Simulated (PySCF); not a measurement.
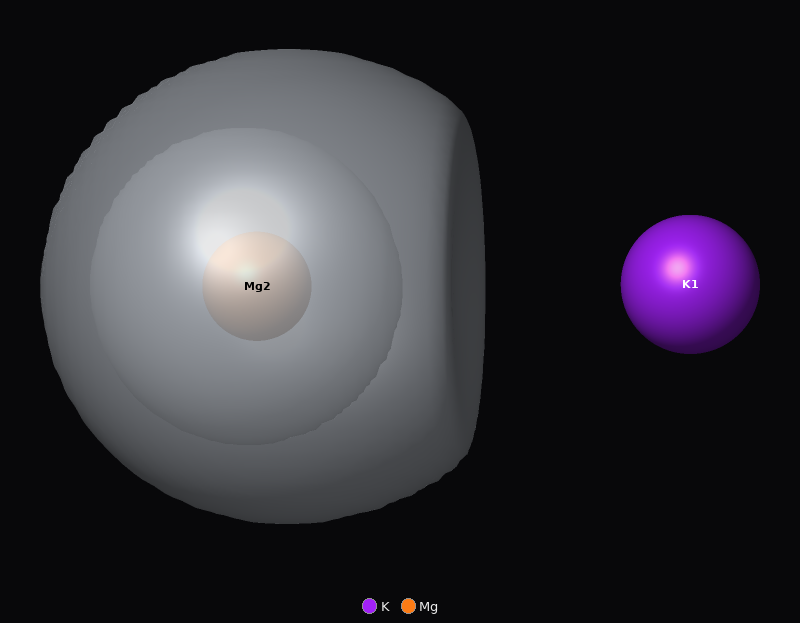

*KMg (charge +1). Isosurface of the ELF at 0.8 (grey), seen from one side. Core shells and regions of very low density are left out.*

All numbers below come from PBE0/pcseg-2, non-relativistic, at a bond length of 3.750 Å (PySCF 2.14.0).

### Where are the electrons localised?

The surface consists of one region wrapped around Mg (its valence shell). Profiles from the grid: K–Mg (3.75 Å): the ELF peaks at about 1 between the atoms.
